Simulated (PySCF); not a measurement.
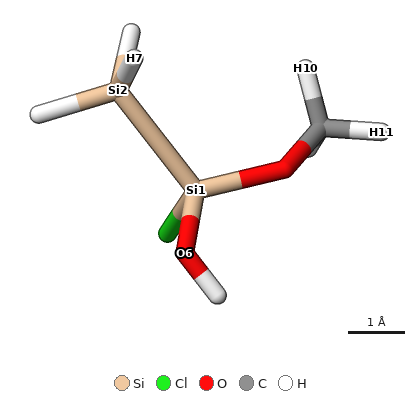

Fig. 1: The structure as given in the input (stick view, seen at a tilt; atoms are numbered from 1 in the order of the input).

Excited-state calculation, with input and output: CH7ClO2Si2

System: CH7ClO2Si2, SMILES CO[Si](O)([SiH3])Cl.
Method: TDDFT CAM-B3LYP/def2-SVPD, vertical, gas phase, core orbitals frozen in the response (PySCF 2.14.0).

The geometry comes from this level: PBE0-D3(BJ)/def2-SVP.

**Log**
```
coarse grid: 12472 points
cycle   1  E = -1231.2681844846  dE =  4.721e-01  |g| = 8.848e-01  |ddm| = 4.465e+00
cycle   2  E = -1231.1696753424  dE =  9.851e-02  |g| = 1.175e+00  |ddm| = 2.405e+00
cycle   3  E = -1231.4225185949  dE = -2.528e-01  |g| = 7.400e-02  |ddm| = 1.221e+00
cycle   4  E = -1231.4236452843  dE = -1.127e-03  |g| = 3.274e-02  |ddm| = 1.591e-01
cycle   5  E = -1231.4239140338  dE = -2.687e-04  |g| = 8.195e-03  |ddm| = 5.920e-02
cycle   6  E = -1231.4239255615  dE = -1.153e-05  |g| = 3.975e-03  |ddm| = 1.157e-02
cycle   7  E = -1231.4239286149  dE = -3.053e-06  |g| = 5.922e-04  |ddm| = 4.822e-03
final grid: 106832 points
cycle   8  E = -1231.5858977129  dE = -1.754e-05  |g| = 2.203e-03  |ddm| = 3.698e-02
cycle   9  E = -1231.5858981407  dE = -4.278e-07  |g| = 1.847e-03  |ddm| = 6.419e-03
cycle  10  E = -1231.5858989101  dE = -7.694e-07  |g| = 1.975e-04  |ddm| = 2.345e-03
cycle  11  E = -1231.5858989144  dE = -4.281e-09  |g| = 1.528e-04  |ddm| = 3.602e-04
cycle  12  E = -1231.5858989189  dE = -4.497e-09  |g| = 1.887e-05  |ddm| = 1.572e-04
cycle  13  E = -1231.5858989190  dE = -9.641e-11  |g| = 5.595e-06  |ddm| = 3.429e-05
```

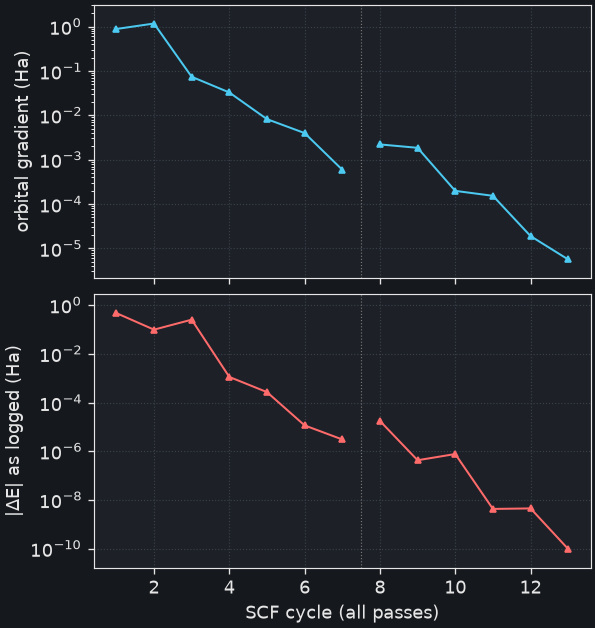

Fig. 2: Convergence of the self-consistent field: orbital gradient and size of the energy change against the SCF cycle. The dotted line marks the change from a coarse to the final integration grid. The first 7 cycles use a coarse grid, the final grid takes over at cycle 8, and the field converges after 13 cycles in all.

```
converged SCF energy = -1231.5858989190

Static polarisability (au): isotropic 87.947, principal 81.459 86.164 96.216

Singlet excitations
state   eV       nm        f      main configurations
  1   7.2428    171.2   0.03918   H->L+1 0.64, H->L+2 0.20
  2   7.3123    169.6   0.04412   H->L+2 0.52, H->L 0.26, H->L+1 0.10
  3   7.5857    163.4   0.20664   H->L 0.65, H->L+2 0.16, H->L+1 0.11
  4   8.0828    153.4   0.02147   H-1->L+1 0.74
  5   8.1419    152.3   0.00756   H-1->L 0.45, H-2->L 0.21
  6   8.2028    151.1   0.05668   H->L+3 0.35, H-1->L+2 0.19, H->L+5 0.10

Triplet excitations (Tamm-Dancoff, eV): 6.3979 6.4722
Vertical ionisation energy (delta-SCF) = 10.2251 eV
```

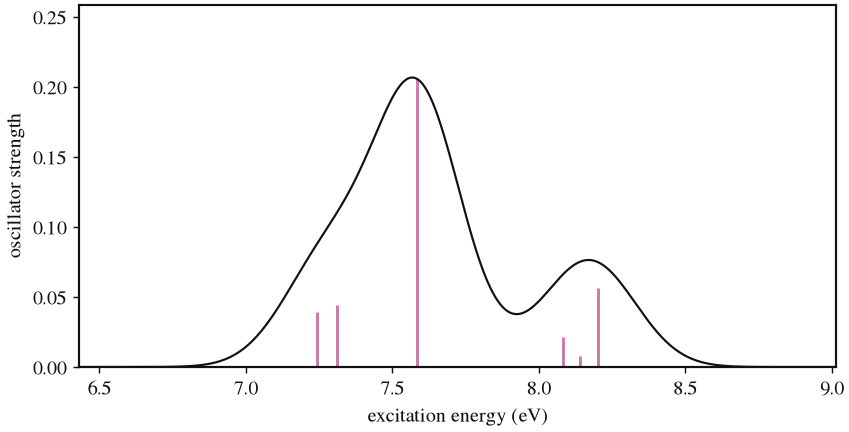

Fig. 3: Computed excitations as sticks (degenerate states added up, dark ones marked on the axis), with a Gaussian envelope of 0.35 eV full width at half maximum, scaled to the tallest. Of the 6 states the lowest lies at 7.24 eV (f = 0.039); the strongest line is at 7.59 eV, or 163 nm (f = 0.207).

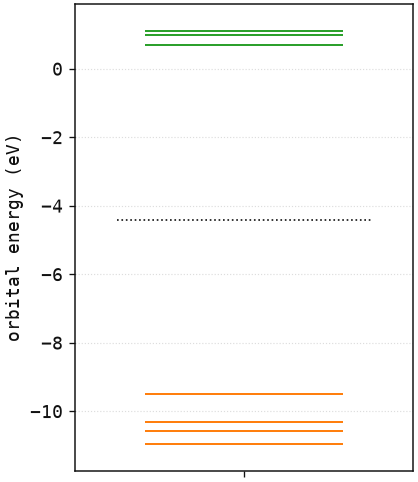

Fig. 4: Orbital energies near the frontier; the dotted line parts filled from empty levels, and levels within 0.02 eV of each other stand side by side. Highest filled −9.51 eV, lowest empty 0.68 eV, 10.19 eV apart.

The run was set up as follows.

**The input**
```
{"job": {"kind": "uv", "xc": "CAM-B3LYP", "basis": "def2-SVPD", "nstates": 6, "ntriplets": 2, "ip": true}, "charge": 0, "multiplicity": 1}
Si    -0.041214    -0.787230    -0.647504
Si    -2.026043     0.245098    -0.001539
Cl     0.413243    -0.148807    -2.580206
O      1.261458    -0.413791     0.293484
C      1.926558     0.818756     0.373142
O     -0.250382    -2.417292    -0.602433
H     -2.429731    -0.198835     1.366659
H     -3.111230    -0.071874    -0.976167
H     -1.802344     1.723660     0.016969
H      1.309503     1.581890     0.880059
H      2.848508     0.682354     0.957149
H      2.197325     1.199769    -0.626434
H      0.525787    -2.964459    -0.764831
```

The first line tells a small driver script what to run in PySCF; the rest is the geometry in Å.

Command:
```bash
OMP_NUM_THREADS=1 python <driver script> task.json out
```

**Key numbers**

```json
{"quantity": "outcome", "value": "converged"}
{"quantity": "total energy", "value": "−1231.585899 hartree"}
{"quantity": "HOMO", "value": "−9.51 eV"}
{"quantity": "LUMO", "value": "0.68 eV"}
{"quantity": "dipole moment", "value": "1.49 D"}
{"quantity": "mean polarisability", "value": "87.95 a.u."}
{"quantity": "vertical ionisation energy", "value": "10.23 eV"}
{"quantity": "lowest singlet excitation", "value": "7.24 eV"}
{"quantity": "hardware", "value": "1 CPU thread, shared host"}
{"quantity": "wall time", "value": "3.3 min"}
{"quantity": "peak memory", "value": "1 GiB"}
```
